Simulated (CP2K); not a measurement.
**CH6B− ([BMeH3]-): GFN1-xTB**

What is the energy change on altering one bond length of CH6B− ([BMeH3]-) at GFN1-xTB? 

Program for the calculation: CP2K 2026.2.

1 further run of the same task is left out (set aside as unsound or not needed).

**1. Starting point**

The species is CH6B− (8 atoms), meant as a singlet with charge -1. SMILES: `[H][B-]([H])([H])C`. The coordinates come from a GFN2-xTB relaxation.

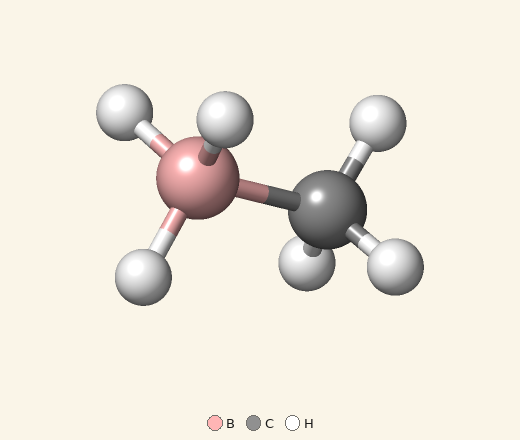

Viewed from a chosen angle; boron pink, carbon grey, hydrogen white.

**2. Energy and gradient at GFN1-xTB**

Contents of molecule.xyz:

```xyz
8

B     -0.002120     0.003030    -0.820260
C      0.002160    -0.002850     0.828840
H     -1.010180     0.041900     1.245300
H      0.550190     0.849940     1.244930
H      0.469650    -0.905360     1.238890
H      1.151450    -0.035240    -1.249110
H     -0.546150     1.024230    -1.240270
H     -0.615010    -0.975650    -1.248310
```

Contents of calc.inp:

```
&GLOBAL
    PROJECT calc
    RUN_TYPE ENERGY_FORCE
    PRINT_LEVEL MEDIUM
&END GLOBAL

&FORCE_EVAL
    METHOD QUICKSTEP
    &DFT
        CHARGE -1
        MULTIPLICITY 1
        &QS
            METHOD XTB
            EPS_DEFAULT 1.0E-10
            &XTB
                GFN_TYPE 1
                CHECK_ATOMIC_CHARGES F
            &END XTB
        &END QS
        &POISSON
            PERIODIC NONE
            POISSON_SOLVER ANALYTIC
        &END POISSON
        &SCF
            SCF_GUESS ATOMIC
            EPS_SCF 1.0E-06
            MAX_SCF 80
            ADDED_MOS 4
            &DIAGONALIZATION
                ALGORITHM STANDARD
            &END DIAGONALIZATION
            &MIXING
                METHOD BROYDEN_MIXING
                ALPHA 0.4
                NBUFFER 8
            &END MIXING
        &END SCF
        &PRINT
            &MOMENTS
                PERIODIC F
                REFERENCE COM
                MAX_MOMENT 1
            &END MOMENTS
            &MO ON
                ENERGIES T
                OCCUPATION_NUMBERS T
                NDIGITS 6
                &EACH
                    QS_SCF 0
                &END EACH
                ADD_LAST NUMERIC
            &END MO
            &HIRSHFELD OFF
            &END HIRSHFELD
        &END PRINT
    &END DFT
    &SUBSYS
        &CELL
            ABC [angstrom] 10.2 10 10.5
            PERIODIC NONE
        &END CELL
        &TOPOLOGY
            COORD_FILE_NAME molecule.xyz
            COORD_FILE_FORMAT XYZ
            &CENTER_COORDINATES
            &END CENTER_COORDINATES
        &END TOPOLOGY
    &END SUBSYS
    &PRINT
        &FORCES ON
        &END FORCES
    &END PRINT
&END FORCE_EVAL
```

Started as:

```
$ OMP_NUM_THREADS=1 cp2k.psmp calc.inp > calc.out
```

What it wrote:

```text
CP2K| version string:                                       CP2K version 2026.2
[...]
 GLOBAL| Method name                                                        CP2K
[...]
 GLOBAL| Run type                                                   ENERGY_FORCE
[...]
                             - Atoms:                                          8
[...]
                             - Spherical basis functions:                     20
[...]
 Number of electrons:                                                         14
[...]
     1 NoMix/Diag. 0.40E+00    0.0     0.11209044        -6.9208640735 -6.92E+00
[...]
    15 Broy./Diag. 0.40E+00    0.0     0.00000060        -6.9285402398  1.30E-06
  *** SCF run converged in    15 steps ***
[...]
 TB_DIPOLE| Moment [Debye]          0.00663170      -0.00855542       2.76072668
 TB_DIPOLE| Derivative [a.u.]       0.00000000       0.00000000       0.00000000
[...]
 ENERGY| Total FORCE_EVAL ( QS ) energy [hartree]             -6.928534772478594
 FORCES| Atomic forces [hartree/bohr]
 FORCES|   Atom     x               y               z               |f|
 FORCES|      1  3.27680445E-05 -1.10790518E-04 -2.50112942E-03   2.50379644E-03
 FORCES|      2  1.35373124E-04 -1.76103338E-04 -7.83562022E-04   8.14437052E-04
 FORCES|      3 -2.40801129E-03  1.14156413E-04  2.52796124E-04   2.42393398E-03
 FORCES|      4  1.20904217E-03  1.96853815E-03  1.59638190E-04   2.31568775E-03
 FORCES|      5  1.03207844E-03 -1.95024759E-03  1.06609799E-04   2.20907610E-03
 FORCES|      6  8.74553991E-05 -8.77230924E-06  9.21072880E-04   9.25257072E-04
 FORCES|      7 -6.12171079E-05  1.72465058E-04  8.59015798E-04   8.78293727E-04
 FORCES|      8 -2.74887793E-05 -9.24585829E-06  9.85558648E-04   9.85985278E-04
 FORCES| Sum    -1.10903718E-16  4.84638371E-17  9.60603125E-17
 FORCES| Total atomic force                                       1.54518484E-16
[...]
```

Run time: 1 s. Hardware: 1 thread of Intel Xeon Platinum 8488C (Sapphire Rapids), shared host; peak memory 0.19 GiB.

**3. The distorted shape at the same level**

Contents of molecule.xyz:

```xyz
8

B     -0.004688     0.006558    -1.809734
C      0.002160    -0.002850     0.828840
H     -1.010180     0.041900     1.245300
H      0.550190     0.849940     1.244930
H      0.469650    -0.905360     1.238890
H      1.148882    -0.031712    -2.238584
H     -0.548718     1.027758    -2.229744
H     -0.617578    -0.972122    -2.237784
```

Contents of gas.inp:

```
&FORCE_EVAL
 METHOD QUICKSTEP
 &DFT
  CHARGE -1
  &QS
   METHOD XTB
   EPS_DEFAULT 1.0E-10
   &XTB
    GFN_TYPE 1
    CHECK_ATOMIC_CHARGES F
   &END XTB
  &END QS
  &POISSON
   PERIODIC NONE
   POISSON_SOLVER ANALYTIC
  &END POISSON
  &SCF
   SCF_GUESS ATOMIC
   EPS_SCF 1.0E-06
   MAX_SCF 80
   ADDED_MOS 4
   &DIAGONALIZATION
    ALGORITHM STANDARD
   &END DIAGONALIZATION
   &MIXING
    METHOD BROYDEN_MIXING
    ALPHA 0.4
    NBUFFER 8
   &END MIXING
  &END SCF
  &PRINT
   &MOMENTS
    PERIODIC F
    REFERENCE COM
    MAX_MOMENT 1
   &END MOMENTS
   &MO ON
    ENERGIES T
    OCCUPATION_NUMBERS T
    NDIGITS 6
    &EACH
     QS_SCF 0
    &END EACH
    ADD_LAST NUMERIC
   &END MO
   &HIRSHFELD OFF
   &END HIRSHFELD
  &END PRINT
 &END DFT
 &SUBSYS
  &CELL
   ABC 10.2 10 11.5
   PERIODIC NONE
  &END CELL
  &TOPOLOGY
   COORD_FILE_NAME molecule.xyz
   COORD_FILE_FORMAT XYZ
   &CENTER_COORDINATES
   &END CENTER_COORDINATES
  &END TOPOLOGY
 &END SUBSYS
 &PRINT
  &FORCES ON
  &END FORCES
 &END PRINT
&END FORCE_EVAL

&GLOBAL
 PROJECT_NAME gas
 RUN_TYPE ENERGY_FORCE
 PRINT_LEVEL MEDIUM
&END GLOBAL
```

Started as:

```
$ OMP_NUM_THREADS=1 cp2k.psmp gas.inp > gas.out
```

What it wrote:

```text
CP2K| version string:                                       CP2K version 2026.2
[...]
 GLOBAL| Method name                                                        CP2K
[...]
 GLOBAL| Run type                                                   ENERGY_FORCE
[...]
                             - Atoms:                                          8
[...]
                             - Spherical basis functions:                     20
[...]
 Number of electrons:                                                         14
[...]
     1 NoMix/Diag. 0.40E+00    0.0     0.51483065        -6.8198303255 -6.82E+00
[...]
    25 Broy./Diag. 0.40E+00    0.0     0.00000026        -6.8311254281 -2.94E-07
  *** SCF run converged in    25 steps ***
[...]
 TB_DIPOLE| Moment [Debye]          0.00240800      -0.00263681       1.08466015
 TB_DIPOLE| Derivative [a.u.]       0.00000000       0.00000000       0.00000000
[...]
 ENERGY| Total FORCE_EVAL ( QS ) energy [hartree]             -6.831124752916280
 FORCES| Atomic forces [hartree/bohr]
 FORCES|   Atom     x               y               z               |f|
 FORCES|      1  1.98841044E-05 -1.44367270E-04  2.32362256E-03   2.32818794E-03
 FORCES|      2  8.80019858E-05 -4.11380803E-05 -2.88772810E-02   2.88774444E-02
 FORCES|      3 -2.25094827E-03  1.48828104E-04 -6.38182963E-03   6.76880103E-03
 FORCES|      4  1.11538646E-03  1.83443102E-03 -6.44091076E-03   6.78929713E-03
 FORCES|      5  9.16852819E-04 -1.77736033E-03 -6.50684146E-03   6.80724721E-03
 FORCES|      6 -3.40943979E-03  7.27368762E-05  1.53070464E-02   1.56823225E-02
 FORCES|      7  1.62446149E-03 -3.01563253E-03  1.52399368E-02   1.56201341E-02
 FORCES|      8  1.89580120E-03  2.92250221E-03  1.53362572E-02   1.57269153E-02
 FORCES| Sum    -1.12323345E-16 -1.69135539E-17  7.97972799E-17
 FORCES| Total atomic force                                       1.38817175E-16
[...]
```

Run time: 1 s. Hardware: 1 thread of Intel Xeon Platinum 8488C (Sapphire Rapids), shared host; peak memory 0.19 GiB.

**4. Outcome**

At GFN1-xTB:

```
                                                         quantity         value
                                        first shape: total energy   -6.92853 Eh
                                         first shape: HOMO energy      -4.73 eV
                                         first shape: LUMO energy       2.59 eV
                                       first shape: HOMO–LUMO gap       7.32 eV
                                   first shape: dispersion energy  -3.57 kJ/mol
                            first shape: largest force on an atom    0.129 eV/Å
                                    distorted shape: total energy   -6.83112 Eh
                                     distorted shape: HOMO energy      -4.01 eV
                                     distorted shape: LUMO energy      -1.08 eV
                                   distorted shape: HOMO–LUMO gap       2.92 eV
                               distorted shape: dispersion energy  -3.44 kJ/mol
                        distorted shape: largest force on an atom    1.485 eV/Å
energy change with the B1–C2 bond stretched from 1.649 to 2.639 Å      2.651 eV
```

**Reading.** With the B1–C2 bond stretched from 1.649 to 2.639 Å the energy rises by 2.65 eV (256 kJ/mol). The first shape isn't relaxed at this level, so the change isn't measured from a minimum.
